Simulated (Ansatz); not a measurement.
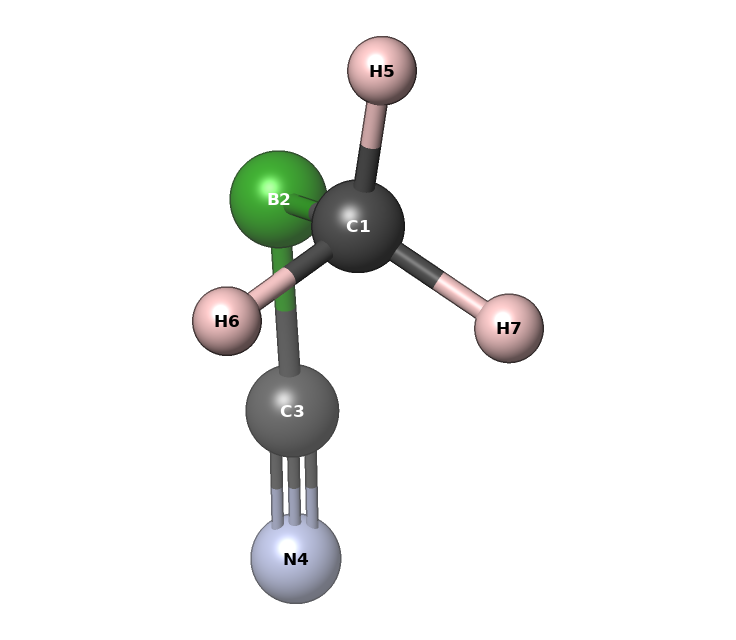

Figure made from data computed with Ansatz.

B2 lies behind C1. The molecule seen a little off the C1–B2 bond, C1 in front. Depth is shown by fading: the farther an atom, the more it takes the colour of the background. State: neutral, doublet. Geometry: moved along internal coordinates away from the minimum.

**What is the torsion angle H5–C1–B2–C3? The sign is positive where the front bond must turn clockwise to cover the back bond.**

169°, antiperiplanar (anti).
